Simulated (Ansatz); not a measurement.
**Convergence study of the k-point mesh for NbH (I4mm, 2 atoms in the cell)**

```
CELL_PARAMETERS angstrom
     -1.59893     1.59893     1.97438
      1.59893    -1.59893     1.97438
      1.59893     1.59893    -1.97438
ATOMIC_POSITIONS crystal
  Nb 0.01266 0.01266 0.00000
  H  0.50000 0.50000 0.00000
```

Level of theory: PBEsol, default PAW files made with PBE (plane waves; Ansatz, a quantum-chemistry and plane-wave program).

Base settings: basis.ecutwfc = 420 eV; kpoints.mp_grid.grid = 14 14 14; hamiltonian.xc = pbesol; hamiltonian.pseudopotentials = {kind: paw} (the program's default PAW files); scf.occupations.method = fermi_dirac; scf.occupations.width = 0.1 eV.

The second cell is the first with its lattice scaled by 0.98.

Only quantities that move along the ladder and can be compared are tabulated.

The count of work is k-points × plane waves × bands × iterations; it is no time. Core times come from one kind of shared machine, to one figure; runs under 30 s give none.

The starting cell comes from a database of computed structures (which also holds hypothetical and non-ambient phases and stackings), without a prior relaxation at this level. Its lattice was rescaled by up to half a per cent. One atom was moved a little off its site on purpose. Spin polarisation is off. In the base run, with a pressure of about -5 GPa the cell is away from its equilibrium volume at this level. Ansatz's pressure includes its estimate of the finite-basis (Pulay) stress.

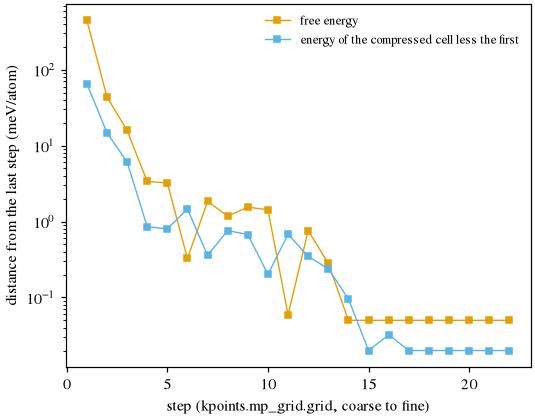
Distance from the last step along the ladder; very small values are drawn at a floor.

```tsv
kpoints.mp_grid.grid	free energy less the last step's (meV/atom)	energy of the compressed cell less the first (meV/atom)	pressure (GPa)	largest difference of a force vector from the last step's (eV/Å)	count of work / last	core time / last (rough)
2 2 2	-449.80	-60.56	-20.49	0.030	0.00056	–
3 3 3	43.86	19.88	-1.25	0.021	0.00083	–
4 4 4	15.90	11.19	-3.25	0.018	0.0018	–
5 5 5	-3.38	4.22	-4.81	0.003	0.0025	–
6 6 6	-3.22	5.88	-4.48	0.003	0.0042	–
7 7 7	-0.33	3.61	-4.99	0.000	0.0056	–
8 8 8	1.84	4.72	-4.64	0.005	0.0082	–
9 9 9	-1.18	5.84	-4.45	0.000	0.010	–
10 10 10	-1.55	4.40	-4.84	0.001	0.014	–
11 11 11	1.43	4.88	-4.65	0.001	0.018	–
12 12 12	-0.06	5.76	-4.46	0.001	0.023	–
14 14 14	0.76	4.73	-4.67	0.001	0.034	–
15 15 15	0.28	5.32	-4.56	0.001	0.040	–
17 17 17	0.02	4.98	-4.63	0.000	0.056	–
19 19 19	-0.03	5.09	-4.62	0.000	0.076	–
21 21 21	0.00	5.11	-4.62	0.000	0.10	–
25 25 25	0.00	5.06	-4.63	0.000	0.16	–
28 28 28	-0.02	5.08	-4.62	0.000	0.23	–
31 31 31	-0.01	5.08	-4.62	0.000	0.30	0.3
35 35 35	0.00	5.08	-4.62	0.000	0.43	0.4
38 38 38	0.00	5.08	-4.62	0.000	0.54	0.5
43 43 43	0.00	5.08	-4.62	0.000	0.77	0.8
47 47 47	0.00	5.08	-4.62	0.000	1.0	1
```

Coarsest kpoints.mp_grid.grid that holds the free energy within 5 meV/atom of the last step, with all finer ones: 5 5 5, at 0.0025 of the last step's count of work; the step before is off by 16 meV/atom.

Coarsest kpoints.mp_grid.grid that holds the pressure within 0.1 GPa of the last step, with all finer ones: 14 14 14, at 0.034 of the last step's count of work; the step before is off by 0.16 GPa.

Coarsest kpoints.mp_grid.grid that holds the energy of the compressed cell less the first within 2 meV/atom of the last step, with all finer ones: 5 5 5, at 0.0025 of the last step's count of work; the step before is off by 6.1 meV/atom.

The energy difference between the two cells stays within 1 meV/atom of the last step's from 8 8 8 on, the total only from 12 12 12 on: much of the error is common to both cells and cancels.

Two neighbours can agree and both be off: 5 5 5 and 6 6 6 differ by 0.16 meV/atom in the free energy, yet lie about 3.2 meV/atom from the last step.

Keys are those of Ansatz 0.2.
